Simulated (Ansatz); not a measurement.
# AlFH4O3 + H2O: a complex and its separated parts, part 1 of 3

The complex below is one end of an elementary step. How strongly is it bound against its free parts?

The runs use Ansatz 0.2.0, Gaussian basis; PBE0-D4/def2-TZVP structures, single points in def2-TZVPP, no counterpoise correction.

Levels: SPW92, PBE-D4, BLYP-D4, r2SCAN-D4, B97M-V, PBE0-D4, B3LYP-D4, r2SCAN0-D4, BHLYP-D4, CAM-B3LYP-D4, wB97X-V, wB97M-V, B2PLYP, PBE-QIDH, RPA on PBE, Hartree-Fock, MP2, CCSD, CCSD(T).

Cores are frozen in the correlated methods. B3LYP uses VWN-RPA correlation. B2PLYP carries no dispersion term here.

94 further runs of the same task are left out: 94 set aside as unsound or not needed. Runs told in other sessions of the task aren't counted.

### 1 The system as given

The complex: 12 atoms, charge 0, spin multiplicity 1.

Atoms are counted from 1 here; the program's logs count them from 0.

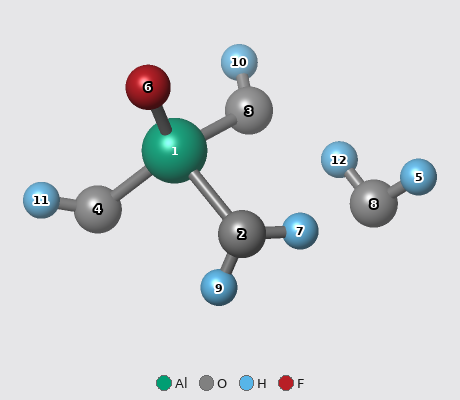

As it starts; aluminium teal, oxygen grey, hydrogen blue, fluorine red; atoms are numbered from 1 in the order of the file.

As a file:

```
Al   -0.5823   -0.3496    0.8871
O     1.1509   -0.6156    0.1905
O    -1.0300    0.8963   -0.2517
O    -1.2271   -1.9192    0.6715
H     1.6314    1.9439   -1.5246
F    -0.4487    0.1918    2.4527
H     1.3465    0.0286   -0.5771
O     1.1508    1.1209   -1.6381
H     1.2656   -1.5242   -0.1068
H    -1.8635    1.3583   -0.1935
H    -1.6201   -2.4029    1.3943
H     0.2266    1.2716   -1.3043
```

Its parts: AlFH4O3 holds atoms 1, 2, 3, 4, 6, 7, 9, 10, 11; H2O holds atoms 5, 8, 12. Each part counts its atoms afresh in its own runs.

### 2 Relaxing AlFH4O3 alone

The input, relax-a/in.yaml:

```yaml
crystal:
  periodic: [false, false, false]
  atoms:
    - {symbol: Al, position_ang: [-0.582273, -0.349618, 0.887118]}
    - {symbol: O, position_ang: [1.150883, -0.615629, 0.190466]}
    - {symbol: O, position_ang: [-1.029988, 0.896308, -0.251704]}
    - {symbol: O, position_ang: [-1.227123, -1.919156, 0.671514]}
    - {symbol: F, position_ang: [-0.448688, 0.191835, 2.452710]}
    - {symbol: H, position_ang: [1.346452, 0.028646, -0.577108]}
    - {symbol: H, position_ang: [1.265606, -1.524205, -0.106780]}
    - {symbol: H, position_ang: [-1.863545, 1.358347, -0.193506]}
    - {symbol: H, position_ang: [-1.620087, -2.402883, 1.394347]}
basis:
  gaussian: {orbitals: def2-TZVP}
hamiltonian: {xc: pbe0, dispersion: d4}
relax: {f_tol: 0.005, max_steps: 200}
```

The run is started by

```console
$ ansatz run in.yaml --threads 8 --pin off --events-out ev --progress --plain --max-ram 19148MiB
```

The program printed:

```text
Functional definition: PBE0
  name "PBE0"
  cite "Adamo & Barone, J. Chem. Phys. 110, 6158 (1999) doi:10.1063/1.478522"
  cite "Perdew, Burke & Ernzerhof, Phys. Rev. Lett. 77, 3865 (1996) doi:10.1103/PhysRevLett.77.3865"
  parent pbe
  parameter a = 0.25
  parameter kappa = 0.804
  parameter beta = 0.06672455060314922
  exchange = (1 - a)*pbe_x(kappa = kappa, mu = beta*pi^2/3) + a*exact_x
  correlation = pbe_c(beta = beta)
1064 factors; their error is unknown
mean field evaluation 1: about -15504.5833 eV, gradient 9.4e1 eV
mean field evaluation 2: about -15484.0173 eV, gradient 1.4e2 eV
mean field evaluation 4: about -15518.0828 eV, gradient 7.5e0 eV
mean field evaluation 8: about -15518.1631 eV, gradient 7.5e-2 eV
mean field evaluation 16: about -15518.1977 eV, gradient 5.4e-5 eV
mean field -15518.19765202 eV, -570.2832450996 hartree, gradient 5.4e-5 eV, S^2 0.000000; 0 other end points of the search recorded, 0 dependent functions left out
the calculation of the forces begins
reference -15518.19768387 eV, -570.2832462700 hartree; 25, 25 occupied and 160, 160 virtual orbitals, 1064 factors
relax step   1: F+E_penalty+E_count = -15518.31785870 eV  Δ(F+E_penalty+E_count) = +0.000e0 eV  max|allowed force component| = 1.689e0 eV/Å  Δτ_max = 0.0000 Å  (26 SCF iters, accepted)
these checks for a lower state are left out or cut short: starts, cluster_reference, orbital_swaps, neighbouring_geometries, increment
1064 factors; their error is unknown
mean field -15518.31594812 eV, -570.2875924011 hartree, gradient 1.7e-5 eV, S^2 0.000000; 0 other end points of the search recorded, 0 dependent functions left out
the calculation of the forces begins
reference -15518.31597961 eV, -570.2875935582 hartree; 25, 25 occupied and 160, 160 virtual orbitals, 1064 factors
relax step   2: F+E_penalty+E_count = -15518.43663707 eV  Δ(F+E_penalty+E_count) = -1.188e-1 eV  max|allowed force component| = 6.190e-1 eV/Å  Δτ_max = 0.0999 Å  (30 SCF iters, accepted)
these checks for a lower state are left out or cut short: starts, cluster_reference, orbital_swaps, neighbouring_geometries, increment
1064 factors; their error is unknown
mean field -15518.33651061 eV, -570.2883480587 hartree, gradient 1.6e-5 eV, S^2 0.000000; 0 other end points of the search recorded, 0 dependent functions left out
the calculation of the forces begins
reference -15518.33654200 eV, -570.2883492122 hartree; 25, 25 occupied and 160, 160 virtual orbitals, 1064 factors
relax step   3: F+E_penalty+E_count = -15518.45727483 eV  Δ(F+E_penalty+E_count) = -2.064e-2 eV  max|allowed force component| = 2.332e-1 eV/Å  Δτ_max = 0.0298 Å  (30 SCF iters, accepted)
these checks for a lower state are left out or cut short: starts, cluster_reference, orbital_swaps, neighbouring_geometries, increment
1064 factors; their error is unknown
mean field evaluation 32: about -15518.2905 eV, gradient 2.6e0 eV
mean field -15518.34112660 eV, -570.2885176931 hartree, gradient 1.6e-5 eV, S^2 0.000000; 0 other end points of the search recorded, 0 dependent functions left out
the calculation of the forces begins
reference -15518.34115792 eV, -570.2885188442 hartree; 25, 25 occupied and 160, 160 virtual orbitals, 1064 factors
relax step   4: F+E_penalty+E_count = -15518.46194859 eV  Δ(F+E_penalty+E_count) = -4.674e-3 eV  max|allowed force component| = 3.551e-1 eV/Å  Δτ_max = 0.0213 Å  (30 SCF iters, accepted)
these checks for a lower state are left out or cut short: starts, cluster_reference, orbital_swaps, neighbouring_geometries, increment
1064 factors; their error is unknown
mean field -15518.34628457 eV, -570.2887072452 hartree, gradient 1.6e-5 eV, S^2 0.000000; 0 other end points of the search recorded, 0 dependent functions left out
the calculation of the forces begins
reference -15518.34631590 eV, -570.2887083965 hartree; 25, 25 occupied and 160, 160 virtual orbitals, 1064 factors
relax step   5: F+E_penalty+E_count = -15518.46707434 eV  Δ(F+E_penalty+E_count) = -5.126e-3 eV  max|allowed force component| = 8.381e-2 eV/Å  Δτ_max = 0.0308 Å  (30 SCF iters, accepted)
these checks for a lower state are left out or cut short: starts, cluster_reference, orbital_swaps, neighbouring_geometries, increment
1064 factors; their error is unknown
mean field -15518.34753092 eV, -570.2887530475 hartree, gradient 1.6e-5 eV, S^2 0.000000; 0 other end points of the search recorded, 0 dependent functions left out
the calculation of the forces begins
reference -15518.34756225 eV, -570.2887541991 hartree; 25, 25 occupied and 160, 160 virtual orbitals, 1064 factors
relax step   6: F+E_penalty+E_count = -15518.46829434 eV  Δ(F+E_penalty+E_count) = -1.220e-3 eV  max|allowed force component| = 5.385e-2 eV/Å  Δτ_max = 0.0219 Å  (30 SCF iters, accepted)
these checks for a lower state are left out or cut short: starts, cluster_reference, orbital_swaps, neighbouring_geometries, increment
1064 factors; their error is unknown
mean field -15518.34826586 eV, -570.2887800560 hartree, gradient 1.6e-5 eV, S^2 0.000000; 0 other end points of the search recorded, 0 dependent functions left out
the calculation of the forces begins
reference -15518.34829720 eV, -570.2887812077 hartree; 25, 25 occupied and 160, 160 virtual orbitals, 1064 factors
relax step   7: F+E_penalty+E_count = -15518.46908423 eV  Δ(F+E_penalty+E_count) = -7.899e-4 eV  max|allowed force component| = 6.316e-2 eV/Å  Δτ_max = 0.0248 Å  (30 SCF iters, accepted)
these checks for a lower state are left out or cut short: starts, cluster_reference, orbital_swaps, neighbouring_geometries, increment
1064 factors; their error is unknown
mean field evaluation 64: about -15518.3489 eV, gradient 5.4e-3 eV
mean field -15518.34889240 eV, -570.2888030809 hartree, gradient 1.6e-5 eV, S^2 0.000000; 0 other end points of the search recorded, 0 dependent functions left out
the calculation of the forces begins
reference -15518.34892373 eV, -570.2888042324 hartree; 25, 25 occupied and 160, 160 virtual orbitals, 1064 factors
relax step   8: F+E_penalty+E_count = -15518.46968708 eV  Δ(F+E_penalty+E_count) = -6.029e-4 eV  max|allowed force component| = 1.201e-1 eV/Å  Δτ_max = 0.0240 Å  (30 SCF iters, accepted)
these checks for a lower state are left out or cut short: starts, cluster_reference, orbital_swaps, neighbouring_geometries, increment
1064 factors; their error is unknown
mean field -15518.34867590 eV, -570.2887951247 hartree, gradient 1.8e-5 eV, S^2 0.000000; 0 other end points of the search recorded, 0 dependent functions left out
the calculation of the forces begins
reference -15518.34870721 eV, -570.2887962755 hartree; 25, 25 occupied and 160, 160 virtual orbitals, 1064 factors
relax step   9: F+E_penalty+E_count = -15518.46961424 eV  Δ(F+E_penalty+E_count) = +7.284e-5 eV  max|allowed force component| = 1.750e-1 eV/Å  Δτ_max = 0.0601 Å  (29 SCF iters, rejected (line search))
these checks for a lower state are left out or cut short: starts, cluster_reference, orbital_swaps, neighbouring_geometries, increment
1064 factors; their error is unknown
mean field -15518.35007839 eV, -570.2888466652 hartree, gradient 1.6e-5 eV, S^2 0.000000; 0 other end points of the search recorded, 0 dependent functions left out
the calculation of the forces begins
reference -15518.35010973 eV, -570.2888478171 hartree; 25, 25 occupied and 160, 160 virtual orbitals, 1064 factors
relax step  10: F+E_penalty+E_count = -15518.47089701 eV  Δ(F+E_penalty+E_count) = -1.210e-3 eV  max|allowed force component| = 2.270e-2 eV/Å  Δτ_max = 0.0295 Å  (29 SCF iters, accepted)
these checks for a lower state are left out or cut short: starts, cluster_reference, orbital_swaps, neighbouring_geometries, increment
1064 factors; their error is unknown
mean field -15518.34555072 eV, -570.2886802766 hartree, gradient 1.1e-5 eV, S^2 0.000000; 0 other end points of the search recorded, 0 dependent functions left out
the calculation of the forces begins
reference -15518.34558208 eV, -570.2886814290 hartree; 25, 25 occupied and 160, 160 virtual orbitals, 1064 factors
relax step  11: F+E_penalty+E_count = -15518.46638346 eV  Δ(F+E_penalty+E_count) = +4.514e-3 eV  max|allowed force component| = 5.698e-1 eV/Å  Δτ_max = 0.0998 Å  (30 SCF iters, rejected (line search))
these checks for a lower state are left out or cut short: starts, cluster_reference, orbital_swaps, neighbouring_geometries, increment
1064 factors; their error is unknown
mean field -15518.35127566 eV, -570.2888906642 hartree, gradient 1.7e-5 eV, S^2 0.000000; 0 other end points of the search recorded, 0 dependent functions left out
the calculation of the forces begins
reference -15518.35130699 eV, -570.2888918157 hartree; 25, 25 occupied and 160, 160 virtual orbitals, 1064 factors
relax step  12: F+E_penalty+E_count = -15518.47206018 eV  Δ(F+E_penalty+E_count) = -1.163e-3 eV  max|allowed force component| = 4.812e-2 eV/Å  Δτ_max = 0.0499 Å  (30 SCF iters, accepted)
these checks for a lower state are left out or cut short: starts, cluster_reference, orbital_swaps, neighbouring_geometries, increment
1064 factors; their error is unknown
mean field evaluation 96: about -15518.3157 eV, gradient 4.6e-2 eV
mean field -15518.35131994 eV, -570.2888922913 hartree, gradient 1.7e-5 eV, S^2 0.000000; 0 other end points of the search recorded, 0 dependent functions left out
the calculation of the forces begins
reference -15518.35135127 eV, -570.2888934429 hartree; 25, 25 occupied and 160, 160 virtual orbitals, 1064 factors
relax step  13: F+E_penalty+E_count = -15518.47208727 eV  Δ(F+E_penalty+E_count) = -2.709e-5 eV  max|allowed force component| = 2.132e-1 eV/Å  Δτ_max = 0.0488 Å  (30 SCF iters, accepted)
these checks for a lower state are left out or cut short: starts, cluster_reference, orbital_swaps, neighbouring_geometries, increment
1064 factors; their error is unknown
mean field -15518.35207622 eV, -570.2889200841 hartree, gradient 1.6e-5 eV, S^2 0.000000; 0 other end points of the search recorded, 0 dependent functions left out
the calculation of the forces begins
reference -15518.35210754 eV, -570.2889212353 hartree; 25, 25 occupied and 160, 160 virtual orbitals, 1064 factors
relax step  14: F+E_penalty+E_count = -15518.47284992 eV  Δ(F+E_penalty+E_count) = -7.627e-4 eV  max|allowed force component| = 4.218e-2 eV/Å  Δτ_max = 0.0161 Å  (30 SCF iters, accepted)
these checks for a lower state are left out or cut short: starts, cluster_reference, orbital_swaps, neighbouring_geometries, increment
1064 factors; their error is unknown
mean field -15518.35197513 eV, -570.2889163694 hartree, gradient 1.6e-5 eV, S^2 0.000000; 0 other end points of the search recorded, 0 dependent functions left out
the calculation of the forces begins
reference -15518.35200644 eV, -570.2889175199 hartree; 25, 25 occupied and 160, 160 virtual orbitals, 1064 factors
relax step  15: F+E_penalty+E_count = -15518.47282927 eV  Δ(F+E_penalty+E_count) = +2.065e-5 eV  max|allowed force component| = 5.170e-2 eV/Å  Δτ_max = 0.0259 Å  (29 SCF iters, rejected (line search))
these checks for a lower state are left out or cut short: starts, cluster_reference, orbital_swaps, neighbouring_geometries, increment
1064 factors; their error is unknown
mean field -15518.35223460 eV, -570.2889259046 hartree, gradient 1.6e-5 eV, S^2 0.000000; 0 other end points of the search recorded, 0 dependent functions left out
the calculation of the forces begins
reference -15518.35226593 eV, -570.2889270559 hartree; 25, 25 occupied and 160, 160 virtual orbitals, 1064 factors
relax step  16: F+E_penalty+E_count = -15518.47303471 eV  Δ(F+E_penalty+E_count) = -1.848e-4 eV  max|allowed force component| = 2.946e-2 eV/Å  Δτ_max = 0.0130 Å  (31 SCF iters, accepted)
these checks for a lower state are left out or cut short: starts, cluster_reference, orbital_swaps, neighbouring_geometries, increment
1064 factors; their error is unknown
mean field evaluation 128: about -15518.3524 eV, gradient 1.6e-5 eV
mean field -15518.35235621 eV, -570.2889303738 hartree, gradient 1.6e-5 eV, S^2 0.000000; 0 other end points of the search recorded, 0 dependent functions left out
the calculation of the forces begins
reference -15518.35238753 eV, -570.2889315247 hartree; 25, 25 occupied and 160, 160 virtual orbitals, 1064 factors
relax step  17: F+E_penalty+E_count = -15518.47316266 eV  Δ(F+E_penalty+E_count) = -1.279e-4 eV  max|allowed force component| = 2.552e-2 eV/Å  Δτ_max = 0.0193 Å  (31 SCF iters, accepted)
these checks for a lower state are left out or cut short: starts, cluster_reference, orbital_swaps, neighbouring_geometries, increment
1064 factors; their error is unknown
mean field -15518.35244493 eV, -570.2889336340 hartree, gradient 1.6e-5 eV, S^2 0.000000; 0 other end points of the search recorded, 0 dependent functions left out
the calculation of the forces begins
reference -15518.35247625 eV, -570.2889347850 hartree; 25, 25 occupied and 160, 160 virtual orbitals, 1064 factors
relax step  18: F+E_penalty+E_count = -15518.47321967 eV  Δ(F+E_penalty+E_count) = -5.702e-5 eV  max|allowed force component| = 2.882e-2 eV/Å  Δτ_max = 0.0097 Å  (30 SCF iters, accepted)
these checks for a lower state are left out or cut short: starts, cluster_reference, orbital_swaps, neighbouring_geometries, increment
1064 factors; their error is unknown
mean field -15518.35248676 eV, -570.2889351712 hartree, gradient 1.6e-5 eV, S^2 0.000000; 0 other end points of the search recorded, 0 dependent functions left out
the calculation of the forces begins
reference -15518.35251808 eV, -570.2889363222 hartree; 25, 25 occupied and 160, 160 virtual orbitals, 1064 factors
relax step  19: F+E_penalty+E_count = -15518.47326469 eV  Δ(F+E_penalty+E_count) = -4.502e-5 eV  max|allowed force component| = 1.113e-2 eV/Å  Δτ_max = 0.0074 Å  (32 SCF iters, accepted)
these checks for a lower state are left out or cut short: starts, cluster_reference, orbital_swaps, neighbouring_geometries, increment
1064 factors; their error is unknown
mean field -15518.35249069 eV, -570.2889353158 hartree, gradient 1.6e-5 eV, S^2 0.000000; 0 other end points of the search recorded, 0 dependent functions left out
the calculation of the forces begins
reference -15518.35252201 eV, -570.2889364667 hartree; 25, 25 occupied and 160, 160 virtual orbitals, 1064 factors
relax step  20: F+E_penalty+E_count = -15518.47328007 eV  Δ(F+E_penalty+E_count) = -1.538e-5 eV  max|allowed force component| = 2.238e-3 eV/Å  Δτ_max = 0.0034 Å  (31 SCF iters, accepted)
1064 factors; their error is unknown
mean field evaluation 160: about -15518.1152 eV, gradient 1.1e1 eV
mean field -15518.35249069 eV, -570.2889353158 hartree, gradient 1.6e-5 eV, S^2 0.000000; 1 other end points of the search recorded, 0 dependent functions left out
the calculation of the forces begins
reference -15518.35252201 eV, -570.2889364667 hartree; 25, 25 occupied and 160, 160 virtual orbitals, 1064 factors
Total energy: -15518.47331138 eV, -570.2933753944 hartree
Atom 0 at    -0.664440    -0.335487     0.905780 Å, force     0.000397     0.000889     0.002238 eV/Å
Atom 1 at     1.124082    -0.577212     0.179770 Å, force     0.000044    -0.000540    -0.001629 eV/Å
Atom 2 at    -1.080458     0.792614    -0.314995 Å, force    -0.000379     0.000356    -0.000206 eV/Å
Atom 3 at    -1.044767    -1.995385     0.716033 Å, force     0.000092    -0.000751     0.000178 eV/Å
Atom 4 at    -0.563003     0.239345     2.459551 Å, force    -0.000104    -0.000253    -0.001340 eV/Å
Atom 5 at     1.161497    -0.033048    -0.618698 Å, force     0.000081    -0.000490     0.000735 eV/Å
Atom 6 at     1.183838    -1.507422    -0.077281 Å, force     0.000006     0.000886     0.000608 eV/Å
Atom 7 at    -1.595948     1.577866    -0.149253 Å, force     0.000067     0.000530    -0.000278 eV/Å
Atom 8 at    -1.529564    -2.497627     1.366151 Å, force    -0.000204    -0.000627    -0.000306 eV/Å
Dipole moment:     0.362934    -0.150359    -0.421439 e Å
```

Wall time 22 s (8 threads of Arm Neoverse V2, shared host).

Relaxation path: (the energy doesn't fall at every step)

| step | energy from step 1 (eV) | largest force component (eV/Å) |
| --- | --- | --- |
| 1 | 0.0000 | 1.6895 |
| 2 | -0.1188 | 0.6190 |
| 3 | -0.1394 | 0.2332 |
| 4 | -0.1441 | 0.3551 |
| 5 | -0.1492 | 0.0838 |
| 6 | -0.1504 | 0.0538 |
| 7 | -0.1512 | 0.0632 |
| 8 | -0.1518 | 0.1201 |
| 9 | -0.1518 | 0.1750 |
| 10 | -0.1530 | 0.0227 |
| 11 | -0.1485 | 0.5698 |
| 12 | -0.1542 | 0.0481 |
| 13 | -0.1542 | 0.2132 |
| 14 | -0.1550 | 0.0422 |
| 15 | -0.1550 | 0.0517 |
| 16 | -0.1552 | 0.0295 |
| 17 | -0.1553 | 0.0255 |
| 18 | -0.1554 | 0.0288 |
| 19 | -0.1554 | 0.0111 |
| 20 | -0.1554 | 0.0022 |

Close pairs (by a distance rule), those that changed most:

| bond | before (Å) | after (Å) | change (Å) |
| --- | --- | --- | --- |
| Al1–O2 | 1.887 | 1.945 | +0.059 |
| O2–H6 | 1.021 | 0.967 | -0.054 |
| Al1–O3 | 1.746 | 1.713 | -0.033 |
| O2–H7 | 0.963 | 0.967 | +0.004 |
| Al1–O4 | 1.710 | 1.713 | +0.003 |
| Al1–F5 | 1.662 | 1.660 | -0.002 |
| O3–H8 | 0.955 | 0.954 | -0.001 |
| O4–H9 | 0.954 | 0.954 | -0.001 |

### 3 Relaxing H2O alone

The input, relax-b/in.yaml:

```yaml
crystal:
  periodic: [false, false, false]
  atoms:
    - {symbol: H, position_ang: [1.631433, 1.943896, -1.524612]}
    - {symbol: O, position_ang: [1.150785, 1.120851, -1.638110]}
    - {symbol: H, position_ang: [0.226646, 1.271608, -1.304335]}
basis:
  gaussian: {orbitals: def2-TZVP}
hamiltonian: {xc: pbe0, dispersion: d4}
relax: {f_tol: 0.005, max_steps: 200}
```

The run is started by

```console
$ ansatz run in.yaml --threads 8 --pin off --events-out ev --progress --plain --max-ram 19148MiB
```

The program printed, cut to the lines that bear on the results:

```text
[... 5 set-up lines as earlier in the session ...]
[...]
239 factors; their error is unknown
[...]
mean field -2078.29871818 eV, -76.3760691718 hartree, gradient 5.0e-5 eV, S^2 0.000000; 0 other end points of the search recorded, 0 dependent functions left out
[...]
reference -2078.33309064 eV, -76.3773323364 hartree; 5, 5 occupied and 38, 38 virtual orbitals, 239 factors
Total energy: -2078.33734648 eV, -76.3774887354 hartree
Atom 0 at     1.612459     1.940831    -1.519721 Å, force     0.000029    -0.000095    -0.000039 eV/Å
Atom 1 at     1.141162     1.113308    -1.637537 Å, force    -0.000043     0.000175     0.000069 eV/Å
Atom 2 at     0.255243     1.282216    -1.309799 Å, force     0.000014    -0.000080    -0.000030 eV/Å
Dipole moment:    -0.152882     0.367410     0.164287 e Å
```

It took 0.45 s on 8 threads of Arm Neoverse V2, shared host.

Relaxation path:

| step | energy from step 1 (eV) | largest force component (eV/Å) |
| --- | --- | --- |
| 1 | 0.0000 | 1.6248 |
| 2 | -0.0323 | 0.3908 |
| 3 | -0.0343 | 0.0185 |
| 4 | -0.0343 | 0.0002 |

Close pairs (by a distance rule), those that changed most:

| bond | before (Å) | after (Å) | change (Å) |
| --- | --- | --- | --- |
| O2–H3 | 0.994 | 0.960 | -0.034 |
| H1–O2 | 0.960 | 0.960 | -0.000 |

(Continued in part 2 of 3.)
